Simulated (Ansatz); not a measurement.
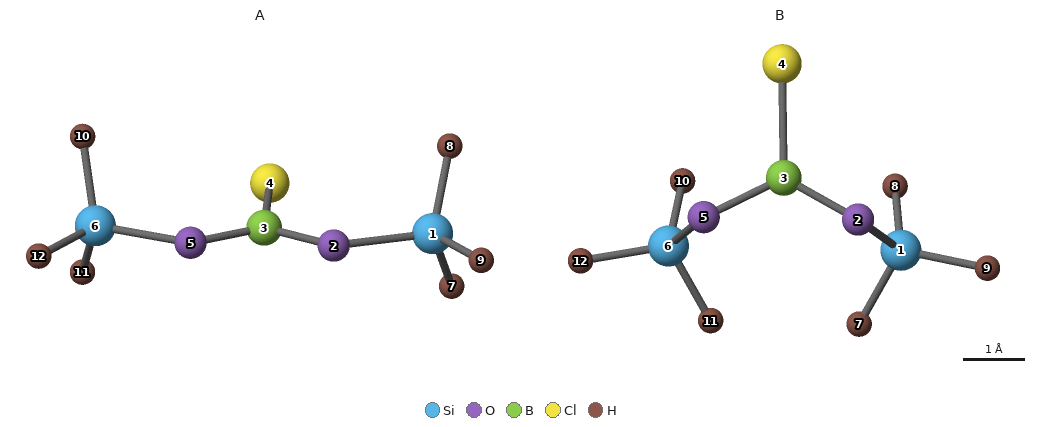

Two geometries of BSi₂H₆O₂Cl (coarse preliminary run), drawn at one scale. One is the start of a relaxation, the other its converged end. Style: ball-and-stick. Shown at a tilt.

Computed with RKS PBE-D4/def2-SVP in Ansatz. Set-up: force threshold 0.03 eV/Å; at most 200 steps.

Q: Which one is relaxed?

A: Structure A is the relaxed one. The start comes from a force field. The largest move after the best rigid fit is that of Cl4, 3.07 Å. By element the largest moves are Cl 3.07 Å, H 2.03 Å, B 1.29 Å, Si 0.99 Å, O 0.79 Å. Near-neighbour distances that change, for instance: B3–O5 1.480 → 1.355 Å, B3–Cl4 1.899 → 1.812 Å, O2–B3 1.440 → 1.355 Å, Si1–O2 1.770 → 1.700 Å. Among the angles between lasting bonds that change: Si1–O2–B3 105.9° → 130.8°, B3–O5–Si6 108.2° → 130.6°, O5–Si6–H12 109.8° → 105.6°. Groups turn about B3–O5 by about 85°, O2–B3 by about 85°. After 28 accepted moves (30 points after the start) the energy has fallen by 1.366 eV. The largest force component goes from 3.4 to 0.0044 eV/Å. The line search rejected the trial steps at points 19, 24 of the run. The forces were under the threshold at step 14, but the run went on from there.
